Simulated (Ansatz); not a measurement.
# KBr (Fm-3m): how G0W0 depends on its starting point

One-shot GW is not self-consistent; how far does the start matter for KBr (Fm-3m)?

Method: G0W0 on several functionals, plane waves, PAW, in Ansatz 0.2.0.

In doubt: masses and optical values from hybrid runs of this build are listed as unsure (step 4), which bears on the screening that GW takes from such a start.

### 1. Set-up

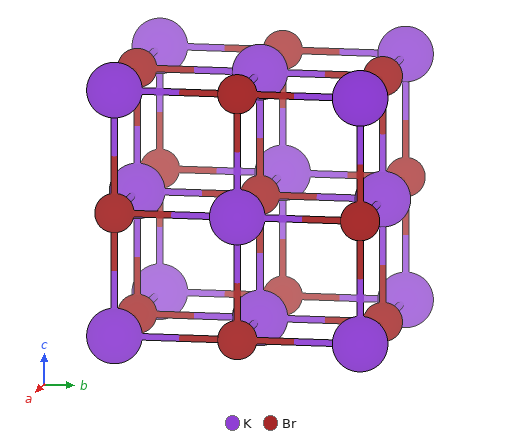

The starting structure, seen slightly off an axis (potassium purple, bromine red). This picture shows the conventional cell, with its axes. Some periodic images of atoms are drawn too.

The cell and positions come from the Crystallography Open Database and are kept as given unless a step says otherwise. The default PAW set here is soft_2. Its files were made with PBE.

### 2. G0W0 on LDA

Now the one-shot GW correction: screening in the RPA, then the self-energy of the levels asked for.

This step: G0W0 on LDA, plane waves, PAW.

input.yaml

```yaml
crystal:
  lattice:
    - [0.0, 3.3, 3.3]
    - [3.3, 0.0, 3.3]
    - [3.3, 3.3, 0.0]
  atoms:
    - { symbol: K, position: [0.0, 0.0, 0.0] }
    - { symbol: Br, position: [0.5, 0.5, 0.5] }
kpoints:
  mp_grid: { grid: [4, 4, 4] }
hamiltonian:
  xc: lda
scf:
  occupations: { method: fixed }
gw:
  n_empty_bands: 214
  ecut_chi: 120
  qp_bands: [v2, c2]
  qp_kpoints: band_edges
  screening: { model: contour_deformation }
```

On the command line:

```
> ansatz run input.yaml --threads 3 --pin off --max-ram 92160MiB --backend cuda --events-out ev --progress --plain --runs-dir out --devices 1 --max-vram 13GiB
```

Numbers of over 12 decimals in the logs are rounded to 6 here.

The program printed:

```text
GPUs: using 1 of 1 available (devices: 1).
Engine: ansatz 0.2.0, x86_64-unknown-linux-gnu
Pseudopotentials: kind: paw
Pseudopotential: K, paw, valence charge 9, recommended cutoff 420 eV (normal), K.paw.azcp
Pseudopotential: Br, paw, valence charge 7, recommended cutoff 420 eV (normal), Br.paw.azcp
Functional definition: SPW92
  exchange = slater_x
  correlation = pw_c
device memory: the entry about to start is reckoned to put 0.9 GiB on a device that reports 50.4 GiB free (of which the cap on the GPU budget leaves the run 13.0 GiB)
GPU FFT provider: cuFFT
GPU libraries: cuBLAS 13.8.2, cuFFT 12.4.0, cuSOLVER 12.3.4
Crystal: 2 atoms, lattice volume = 71.874 Å³
Basis set: ecut = 420 eV, 1411 PW (Γ)
Bands: 12, of which v1, the nominal top of the filled ones, is band 8 counted from 1 (7 counted from 0)
Symmetry: 48 space group operations
Space group: Fm-3m (ITA 225), of the structure as read, at distance tolerance 4.2e-5 Å
k-points: 8 of 64
Non-local potential: K, projectors of the file, l = 0: 3, l = 1: 2, l = 2: 2
Non-local potential: Br, projectors of the file, l = 0: 2, l = 1: 2, l = 2: 2
PAW form: soft (Blöchl's): semilocal exchange-correlation on the pseudo side does not see the compensation charge
PAW frozen core: K, regenerated for the run's functional, and the local potential with it (the file was generated under x = pbe(κ = 0.804, μ = 0.219515), c = pbe(β = 0.066725))
PAW frozen core: Br, regenerated for the run's functional, and the local potential with it (the file was generated under x = pbe(κ = 0.804, μ = 0.219515), c = pbe(β = 0.066725))
PAW one-centre angular grid: K, 110 points (default); XC on 64 Gauss nodes
PAW one-centre angular grid: Br, 110 points (default); XC on 64 Gauss nodes
Initial density: superposition of atomic densities (neutral atoms: chi_scale 0, normalization atom), corrected by the library's trained network
Initial wavefunctions: pseudopotential atomic-orbital guess
GPU buffer pool allocated for 32768 grid points (all kernels)
GPU transforms: local potential and band sums: pruned to the plane-wave sphere, on 32×32×32
Functional: x = slater, c = lda
SCF iter   1: F=—  HF=-4193.599377 eV  |F-HF|=—  |Δ(HF+E_count)|=         —  Δρ=4.70e-3  dr2=9.70e-3  ethr=1.77e-3  ⟨swp⟩=5.4  Hψ=528  notcnv=0  defer=13
preconditioner: auto → none  [insulator: Δε(μ)=3.992 eV  Ē_g=14.432 eV  n_scr=14 (ndim 8)  ℏωp=16.4 eV  f_vac=0.056  ε∞_Penn≈2.3]
SCF iter   2: F=—  HF=-4193.596672 eV  |F-HF|=—  |Δ(HF+E_count)|=   2.71e-3  Δρ=2.25e-3  dr2=1.72e-3  ethr=6.06e-5  ⟨swp⟩=2.4  Hψ=200  notcnv=0  defer=14
SCF iter   3: F=—  HF=-4193.596247 eV  |F-HF|=—  |Δ(HF+E_count)|=   4.25e-4  Δρ=2.26e-4  dr2=2.53e-5  ethr=1.08e-5  ⟨swp⟩=1.0  Hψ=96  notcnv=0  defer=14
SCF iter   4: F=—  HF=-4193.596244 eV  |F-HF|=—  |Δ(HF+E_count)|=   3.05e-6  Δρ=3.28e-5  dr2=6.66e-7  ethr=1.58e-7  ⟨swp⟩=2.1  Hψ=160  notcnv=0  defer=10
iter 5 did not close the SCF: its close was put off for the readings that it lacked (scf_convergence_deferred on its scf_iter line)
SCF iter   5: F=-4193.596244 eV  HF=-4193.596244 eV  |F-HF|=1.73e-8  |Δ(HF+E_count)|=   2.08e-7  Δρ=1.60e-5  dr2=5.63e-8  ethr=4.16e-9  ⟨swp⟩=2.1  Hψ=152  notcnv=0  defer=10
SCF iter   6: F=-4193.596244 eV  HF=-4193.596244 eV  |F-HF|=9.41e-9  |Δ(HF+E_count)|=   2.68e-9  Δρ=3.23e-6  dr2=1.14e-8  ethr=3.52e-10  ⟨swp⟩=3.9  Hψ=434  notcnv=0
SCF 1 converged in 6 iterations: F = -4193.596244 eV  dr2 = 1.14e-8
  greatest PAW one-centre occupation: 0.985 electrons in one spin orbital (limit 2), on the K atom at site 0 (counted from 0), in its partial waves of l = 0
device memory: the entry about to start is reckoned to put 1.2 GiB on a device that reports 51.0 GiB free (of which the cap on the GPU budget leaves the run 13.0 GiB)
NSCF: frozen V_eff on 8 k-points
the band table was solved once the SCF had ended and its energy, with any forces and stress, was formed, with the checks that follow a solve (655 applications of the Hamiltonian). They found nothing against the state; the energy, forces and stress were not computed again (output.eigenvalues in the input reference)
device memory: the entry about to start is reckoned to put 3.9 GiB on a device that reports 50.9 GiB free (of which the cap on the GPU budget leaves the run 13.0 GiB)
NSCF: frozen V_eff on 8 k-points
G₀W₀ screening: q 1/8
[... further progress lines ...]
device memory: the entry about to start is reckoned to put 0.3 GiB on a device that reports 61.0 GiB free (of which the cap on the GPU budget leaves the run 13.0 GiB)
NSCF: frozen V_eff on 1 k-points
SCF converged after 6 iterations
Free energy (F): -4193.596244 eV
Harris-Foulkes:  -4193.596244 eV  (|F-HF|=9.41e-9)
Internal energy: -4193.596244 eV  (E = F + TS)
E sigma→0 (E₀):  -4193.596244 eV
Fermi energy:    0.788131 eV
--- Per-component energies (eV) ---
  E_band       = -136.993387
  E_kinetic    = 387.774281
  E_local      = -841.633724  (includes V_loc(G=0)·N_el)
  E_nonlocal   = 87.033986
  E_hartree    = 270.626668
  E_xc         = -394.597722
  E_vxc        = -268.883132  (∫ρ·V_xc dr)
  E_paw        = -2903.277895  (= ΣΔE_a)
  E_vpaw       = -42.538975  (= ΣTr[D̂ρ^β])
  E_aug_tail   = -0.000004  (compensation charges beyond the density's cutoff)
  E_ewald      = -799.985846
  E_core_change = 0.464011  (= ΣΔE_core)
  E_smearing   = -0.000000  (= −TS)
  E_closure    = 0.000000  (closes the sum)
  Σ components = -4193.596244   (vs F -4193.596244, Δ=0.00e0)
--- Band table (eV; the first three rows and the last of 8) ---
  k-point 0: bands = [... 4 lower, -10.3462, 0.7881, 0.7881, 0.7881, 4.8179, 8.1438, 8.1438, 8.1438]
  k-point 1: bands = [... 4 lower, -10.2306, 0.0682, 0.6050, 0.6050, 6.1078, 7.9922, 8.8500, 8.8500]
  k-point 2: bands = [... 4 lower, -10.1252, -0.4601, 0.4370, 0.4370, 7.0313, 8.7156, 10.2997, 10.2997]
  k-point 7: bands = [... 4 lower, -10.2636, 0.1706, 0.1706, 0.2209, 7.8847, 7.8847, 8.7496, 9.5038]
--- G₀W₀: contour deformation, 6 samples at zero and on the imaginary axis and 2 off it, 64 q-points, 214 empty bands' worth ---
  eigenvalues of the whole cell's RPA ε∞ on this k-mesh (on a slab, of 1 + 4πα/V) = 2.4870, 2.4870, 2.4870; static W/v taken at q = 0 is 0.402097
  bands read: the sum over 222 bands ends inside a degenerate multiplet in 2 slots, whose members it reads at an even weight; the widest, k=3: bands 222 to 223 (counted from 1) at 1/2 each
  gw.qp_kpoints: band_edges: 8 of 8 stored k-points solved, in 1 pass; an edge of the gap read off the rows below is read off those points alone
    ik  band        ε_KS         Σx   Σc(E_QP)       V_xc       Z   E_QP_lin       E_QP  E_QP is
     0     7      0.7881   -19.4504     2.0256   -15.8039  0.7951    -0.8716    -0.8328  root
     0     8      0.7881   -19.4504     2.0256   -15.8039  0.7951    -0.8716    -0.8328  root
     0     9      4.8179    -4.3693    -3.1031    -8.5520  0.8532     5.9083     5.8975  root
     0    10      8.1438    -3.9853    -3.5264    -9.1058  0.8425     9.7694     9.7379  root
     1     7      0.6050   -19.1052     2.0497   -15.4265  0.7940    -1.0646    -1.0240  root
     1     8      0.6050   -19.1052     2.0497   -15.4265  0.7940    -1.0646    -1.0240  root
     1     9      6.1078    -5.0776    -3.1870    -9.3748  0.8454     7.2309     7.2181  root
     1    10      7.9922    -4.2170    -3.4525    -9.0493  0.8383     9.3968     9.3721  root
     2     7      0.4370   -18.8327     2.0811   -15.1123  0.7927    -1.2450    -1.2024  root
     2     8      0.4370   -18.8327     2.0811   -15.1123  0.7927    -1.2450    -1.2024  root
     2     9      7.0313    -3.8314    -3.1756    -8.0556  0.8463     8.0922     8.0799  root
     2    10      8.7156    -5.8263    -3.7179   -10.9904  0.8209    10.1969    10.1619  root
     3     7      0.6182   -19.2056     2.0584   -15.5072  0.7944    -1.0628    -1.0218  root
     3     8      0.6182   -19.2056     2.0584   -15.5072  0.7944    -1.0628    -1.0218  root
     3     9      6.3250    -5.1205    -3.2689    -9.5763  0.8445     7.5269     7.5119  root
     3    10      7.0312    -3.3459    -3.2846    -7.9517  0.8479     8.3720     8.3523  root
     4     7      0.3007   -18.6677     2.1095   -14.8951  0.7926    -1.4073    -1.3624  root
     4     8      0.4636   -18.9712     2.0890   -15.2324  0.7931    -1.2291    -1.1862  root
     4     9      7.1377    -3.7459    -3.2696    -8.2529  0.8454     8.3927     8.3752  root
     4    10      8.0329    -5.1722    -3.5032    -9.9789  0.8335     9.3593     9.3364  root
     5     7      0.3630   -18.7501     2.0945   -14.9942  0.7935    -1.3424    -1.2984  root
     5     8      0.4502   -18.8748     2.0809   -15.1542  0.7927    -1.2320    -1.1895  root
     5     9      7.3363    -5.0928    -3.3563    -9.6513  0.8384     8.5561     8.5385  root
     5    10      7.9611    -4.2288    -3.4057    -8.9337  0.8375     9.2823     9.2603  root
     6     7      0.4907   -19.1120     2.0980   -15.3535  0.7935    -1.2130    -1.1698  root
     6     8      0.4907   -19.1120     2.0980   -15.3535  0.7935    -1.2130    -1.1698  root
     6     9      6.3529    -3.2106    -3.1593    -7.6006  0.8510     7.5995     7.5836  root
     6    10      7.6467    -4.3832    -3.4591    -9.1484  0.8457     8.9718     8.9528  root
     7     7      0.1706   -18.5460     2.1444   -14.7158  0.7924    -1.5623    -1.5152  root
     7     8      0.2209   -18.4925     2.1145   -14.7149  0.7915    -1.4879    -1.4421  root
     7     9      7.8847    -4.2605    -3.4071    -8.9812  0.8377     9.2206     9.1982  root
     7    10      7.8847    -4.2605    -3.4071    -8.9812  0.8377     9.2206     9.1982  root
```

It took 9.4 s on 1 × NVIDIA H100 80GB HBM3 (shared by 6 runs) with 3 threads of AMD EPYC 7R13 (Zen 3), shared host; peak memory 1.1 GiB.

In the SCF lines HF is the Harris–Foulkes energy and dr2 the Hartree energy of the density residual, in eV; the loop may stop once dr2 is under the threshold and the program's other checks hold. Hψ counts applications of the Hamiltonian.

Numbers from this step:

* bands summed: 222
* RPA ε∞ on this mesh (eigenvalues): 2.487, 2.487, 2.487
* plane waves in the screening matrix: 181
* q-points in the mesh: 64
* G0W0 gap on the mesh: 6.730 eV
* k of the valence top: 0, 0, 0
* k of the conduction bottom: 0, 0, 0
* starting gap on the mesh: 4.030 eV
* Z at the valence top: 0.7951
* Z at the conduction bottom: 0.8532
* least direct G0W0 gap on the computed points: 6.730 eV

The gap on the mesh goes from 4.03 eV to 6.73 eV, a correction of +2.70 eV. Between the two edge states, bare exchange in place of the xc potential would open the gap by 7.83 eV, and correlation takes back 5.13 eV.

### 3. G0W0 on PBE

The same correction from a different start measures what one shot leaves open.

This step: G0W0 on PBE, plane waves, PAW.

Changes to input.yaml since step 2:

```diff
@@ -11,3 +11,3 @@
 hamiltonian:
-  xc: lda
+  xc: pbe
 scf:
```

The program printed:

```text
GPUs: using 1 of 1 available (devices: 1).
[...]
GPU FFT provider: cuFFT
GPU libraries: cuBLAS 13.8.2, cuFFT 12.4.0, cuSOLVER 12.3.4
Crystal: 2 atoms, lattice volume = 71.874 Å³
Basis set: ecut = 420 eV, 1411 PW (Γ)
Bands: 12, of which v1, the nominal top of the filled ones, is band 8 counted from 1 (7 counted from 0)
Symmetry: 48 space group operations
[...]
k-points: 8 of 64
[...]
GPU buffer pool allocated for 32768 grid points (all kernels)
[...]
SCF iter   1: F=—  HF=-4324.496265 eV  |F-HF|=—  |Δ(HF+E_count)|=         —  Δρ=1.75e-4  dr2=1.22e-5  ethr=1.77e-3  ⟨swp⟩=5.2  Hψ=526  notcnv=0  defer=13
[...]
SCF iter   6: F=-4324.496178 eV  HF=-4324.496178 eV  |F-HF|=1.43e-8  |Δ(HF+E_count)|=   5.30e-8  Δρ=3.82e-6  dr2=1.70e-8  ethr=6.25e-10  ⟨swp⟩=6.6  Hψ=410  notcnv=0
SCF 1 converged in 6 iterations: F = -4324.496178 eV  dr2 = 1.70e-8
[...]
NSCF: frozen V_eff on 8 k-points
[...]
G₀W₀ screening: q 1/8
[... further progress lines ...]
[...]
SCF converged after 6 iterations
Free energy (F): -4324.496178 eV
[...]
Internal energy: -4324.496178 eV  (E = F + TS)
E sigma→0 (E₀):  -4324.496178 eV
Fermi energy:    1.069751 eV
[...]
--- Band table (eV; the first three rows and the last of 8) ---
  k-point 0: bands = [... 4 lower, -10.1843, 1.0698, 1.0698, 1.0698, 5.5050, 8.6736, 8.6736, 8.6736]
  k-point 1: bands = [... 4 lower, -10.0522, 0.3989, 0.8962, 0.8962, 6.7570, 8.5566, 9.3724, 9.3724]
  k-point 2: bands = [... 4 lower, -9.9357, -0.1081, 0.7362, 0.7362, 7.6587, 9.3032, 10.8050, 10.8050]
  k-point 7: bands = [... 4 lower, -10.0884, 0.4832, 0.4832, 0.5329, 8.4558, 8.4558, 9.3300, 10.0633]
[...]
0     7      1.0698   -19.4660     2.0146   -15.5675  0.8032    -0.8628    -0.8141  root
     0     8      1.0698   -19.4660     2.0146   -15.5675  0.8032    -0.8628    -0.8141  root
     0     9      5.5050    -4.2690    -2.9803    -7.8620  0.8596     6.1208     6.1178  root
     0    10      8.6736    -4.0613    -3.3709    -8.7418  0.8493    10.0015     9.9832  root
     1     7      0.8962   -19.1441     2.0396   -15.2047  0.8023    -1.0549    -1.0036  root
     1     8      0.8962   -19.1441     2.0396   -15.2047  0.8023    -1.0549    -1.0036  root
     1     9      6.7570    -4.8953    -3.0577    -8.6363  0.8525     7.4445     7.4403  root
     1    10      8.5566    -4.2302    -3.2977    -8.5939  0.8459     9.6351     9.6226  root
[...]
7     7      0.4832   -18.6170     2.1341   -14.5097  0.8009    -1.5497    -1.4900  root
     7     8      0.5329   -18.5711     2.1059   -14.5149  0.8002    -1.4757    -1.4175  root
     7     9      8.4558    -4.2249    -3.2509    -8.4629  0.8455     9.4537     9.4429  root
     7    10      8.4558    -4.2249    -3.2509    -8.4629  0.8455     9.4537     9.4429  root
```

Wall time 12 s (1 × NVIDIA H100 80GB HBM3 (shared by 6 runs) with 3 threads); peak memory 1.1 GiB; 9 s of CPU time.

Numbers from this step:

```
bands summed                                 : 222
RPA ε∞ on this mesh (eigenvalues)            : 2.365, 2.365, 2.365
plane waves in the screening matrix          : 181
q-points in the mesh                         : 64
G0W0 gap on the mesh                         : 6.932 eV
k of the valence top                         : 0, 0, 0
k of the conduction bottom                   : 0, 0, 0
starting gap on the mesh                     : 4.435 eV
Z at the valence top                         : 0.8032
Z at the conduction bottom                   : 0.8596
least direct G0W0 gap on the computed points : 6.932 eV
```

Against the run with 4×4×4 mesh, 214 empty bands, screening to 120 eV on LDA, the gap moves by +0.20 eV, while the start moved by +0.41 eV.

### 4. G0W0 on HSE06

This step: G0W0 on HSE06, plane waves, PAW.

Changes to input.yaml since step 3:

```diff
@@ -11,3 +11,3 @@
 hamiltonian:
-  xc: pbe
+  xc: hse06
 scf:
```

The program printed:

```text
GPUs: using 1 of 1 available (devices: 1).
[...]
davidson cushion auto → on  (no smearing: the cushion is to keep the highest requested band from converging to the state above it; pin scf.eigensolver.cushion to override)
[...]
GPU FFT provider: cuFFT
GPU libraries: cuBLAS 13.8.2, cuFFT 12.4.0, cuSOLVER 12.3.4
Crystal: 2 atoms, lattice volume = 71.874 Å³
Basis set: ecut = 420 eV, 1411 PW (Γ)
[...]
1     9      7.0824    -4.6295    -2.8718    -8.0849  0.8735     7.6682     7.6660  root
     1    10      8.9845    -3.8918    -3.0090    -7.7028  0.8688     9.7915     9.7865  root
[...]
7     7     -0.4135   -18.6895     1.7722   -15.4971  0.8293    -1.8539    -1.8337  root
     7     8     -0.3523   -18.6409     1.7489   -15.4854  0.8287    -1.7787    -1.7589  root
     7     9      8.8556    -3.9106    -2.9721    -7.6352  0.8684     9.6125     9.6081  root
     7    10      8.8556    -3.9106    -2.9721    -7.6352  0.8684     9.6125     9.6081  root
[key lines of the parts left out:]
Free energy (F): -4327.403765 eV
Fermi energy:    0.209230 eV
```

Run time: 23 s. Hardware: 1 × NVIDIA H100 80GB HBM3 (shared by 6 runs) with 3 threads; peak memory 1.2 GiB.

Numbers from this step:

```
bands summed                                 : 222
RPA ε∞ on this mesh (eigenvalues)            : 2.143, 2.143, 2.143
plane waves in the screening matrix          : 181
G0W0 gap on the mesh                         : 7.480 eV
k of the valence top                         : 0, 0, 0
k of the conduction bottom                   : 0, 0, 0
starting gap on the mesh                     : 5.603 eV
least direct G0W0 gap on the computed points : 7.480 eV
```

Against the run with 4×4×4 mesh, 214 empty bands, screening to 120 eV on PBE, the gap moves by +0.55 eV, while the start moved by +1.17 eV.

### 5. The starts together

All on the 4×4×4 mesh with 214 empty bands and screening to 120 eV. Times are wall times on 1 × NVIDIA H100 80GB HBM3 (shared by 6 runs) with 3 threads of AMD EPYC 7R13 (Zen 3), shared host, good to a factor of about two.

```
start  starting gap (eV)  shift (eV)  G0W0 gap (eV)  RPA ε∞ (harmonic mean)  Z (valence, conduction)   time
  LDA               4.03       +2.70           6.73                    2.49               0.80, 0.85  9.4 s
  PBE               4.44       +2.50           6.93                    2.36               0.80, 0.86   12 s
HSE06               5.60       +1.88           7.48                    2.14               0.83, 0.88   23 s
```

The parts of the quasiparticle energy at the two band edges (eV; QP = start + Σx + Σc − Vxc):

| run | edge | start | Σx | Σc | Vxc | Z | QP |
| --- | --- | --- | --- | --- | --- | --- | --- |
| LDA | valence top | 0.79 | -19.45 | 2.03 | -15.80 | 0.80 | -0.83 |
| LDA | conduction bottom | 4.82 | -4.37 | -3.10 | -8.55 | 0.85 | 5.90 |
| PBE | valence top | 1.07 | -19.47 | 2.01 | -15.57 | 0.80 | -0.81 |
| PBE | conduction bottom | 5.50 | -4.27 | -2.98 | -7.86 | 0.86 | 6.12 |
| HSE06 | valence top | 0.21 | -19.47 | 1.68 | -16.44 | 0.83 | -1.14 |
| HSE06 | conduction bottom | 5.81 | -4.13 | -2.81 | -7.47 | 0.88 | 6.34 |

For a hybrid start, Vxc holds its share of exact exchange.

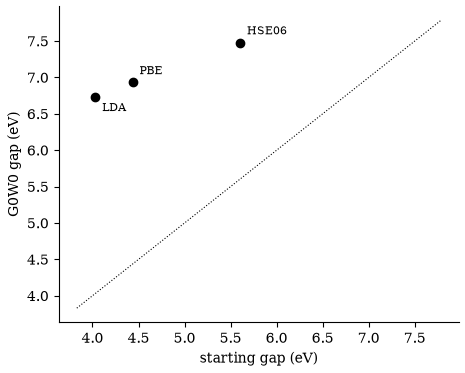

G0W0 gap against starting gap; on the dotted line the correction would vanish.

### 6. Summary of results

```
G0W0@LDA     : 6.73 eV (start 4.03 eV)
G0W0@PBE     : 6.93 eV (start 4.44 eV)
G0W0@HSE06   : 7.48 eV (start 5.60 eV)
known limits : not at the basis limit; no spin-orbit coupling
```

In words: The starting gaps span 1.57 eV and the G0W0 gaps 0.75 eV. Between LDA and HSE06, 0.75 eV of the 1.57 eV survives, 48 %. HSE06 screens less than LDA (ε∞ 2.14 against 2.49). Of the 0.75 eV by which its G0W0 gap is higher, the correlation part gives +0.63 eV, and exchange with the one-particle terms, which follow the orbitals, +0.12 eV. The smallest correction, +1.88 eV, is on HSE06, the start nearest to reproducing itself. Bands and cutoff are finite, so the gap is not at the basis limit. The miss can reach some tenths of an eV and take either sign; the mesh is an error of its own. The many-body steps are scalar-relativistic: spin-orbit coupling is not in them.

[Paths, hosts, dates, memory and timing lines, banners, echoed tables and standing remarks are left out of the program output.]

[Logs are printed without paths, hosts, clocks, repeated set-up lines and the standing remarks that a program may print on its own settings, such as how far it seeks lower states.]

[Runs of the session that timed out or met a known fault of the program may be left out.]

[Cells called generated may have been cut or substituted from an entry of the Crystallography Open Database or the Materials Project.]

[Hosts, paths, dates, database ids (printed as entryN), source tags and the programs' standing remarks are cut or masked in the printed files.]
